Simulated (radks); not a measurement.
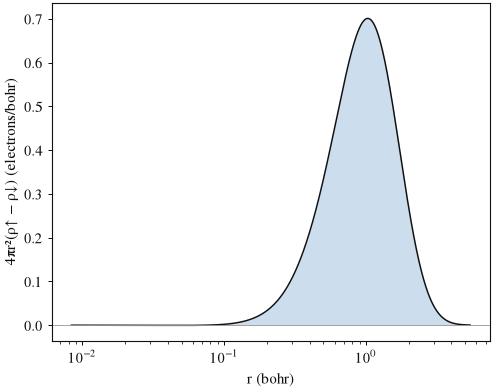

C⁺ (Z = 6, 5 electrons); electrons: [He] 2s2 2p1 (high spin). All numbers are computed, not measured: scalar-relativistic Kohn-Sham, Slater X-alpha with alpha = 0.918, spin-polarised, spherical densities, finite nucleus (the in-house radial solver radks).

The plot shows the radial spin density.

Question: What does the plot show?

Answer: The curve integrates to 1 unpaired electron, held by 2p (+1). Its largest value, 0.701 electrons/bohr, lies near r = 1.0 bohr. Regions of the opposite sign are negligible.
